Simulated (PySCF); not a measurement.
Input

```
{"job": {"kind": "nmr", "xc": "PBE0", "basis": "pcSseg-1"}, "charge": 0, "multiplicity": 1}
F      0.106134     2.081609     1.758927
Si     0.075184     1.559324     0.226437
C      1.343238     0.184848    -0.073318
C      0.670095    -1.179677     0.145659
Si    -1.158905    -1.065086    -0.366921
N     -1.347418     0.635225    -0.062403
H      0.159349     2.781357    -0.552807
H      1.695677     0.245644    -1.103692
H      2.226071     0.282564     0.559387
H      1.217733    -1.962742    -0.379153
H      0.718187    -1.429871     1.206767
H     -1.384674    -1.362015    -1.787833
H     -2.067054    -1.838278     0.483021
H     -2.254294     1.066624    -0.076238
```

Launched as:

```sh
OMP_NUM_THREADS=1 python probes_run.py task.json out
```

Geometry: GFN2-xTB.

Theory: PBE0/pcSseg-1, SCF density, gas phase, non-relativistic in PySCF.

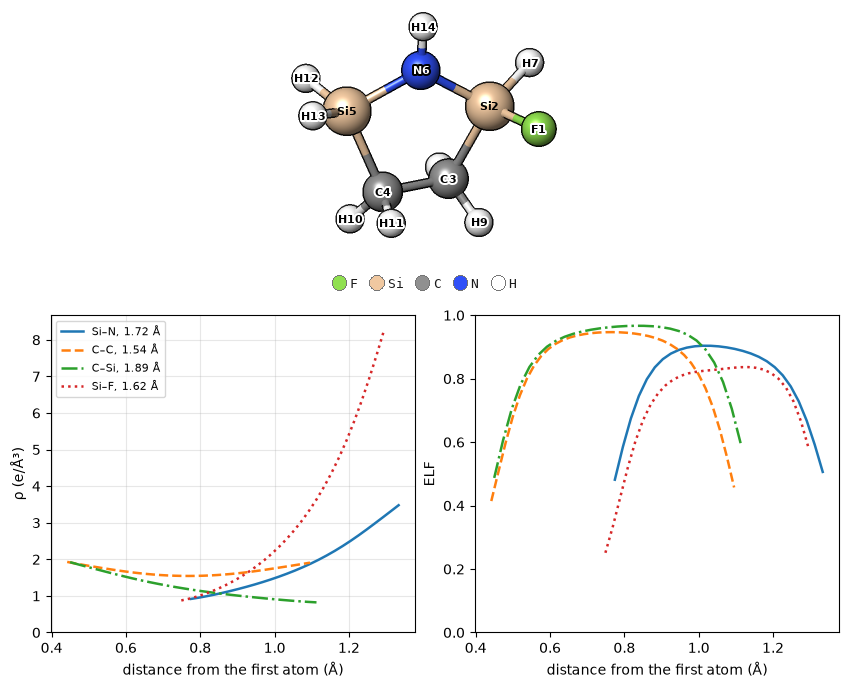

C2H8FNSi2. Electron density and ELF along straight lines between neighbouring atoms. The curves leave out the atomic cores. The structure is drawn too.

What can be read from the curves?

Answer. Si–N (1.72 Å): the density is about 1.1 e/Å³ at the midpoint; the ELF peaks at about 0.90 between the atoms (a shared but strongly polarised pair).
C–C (1.54 Å): ρ at the midpoint is about 1.5 e/Å³; the ELF peaks at about 0.95 between the atoms; localised, covalent bonding.
C–Si (1.89 Å): ρ at the midpoint is about 0.96 e/Å³; the ELF peaks at about 0.95 between the atoms, as expected for a shared electron pair.
Si–F (1.62 Å): ρ is about 1 e/Å³ halfway; the ELF peaks at about 0.85 in the valence shell of F, 0.5 Å from its nucleus, and is about 0.50 at the midpoint.
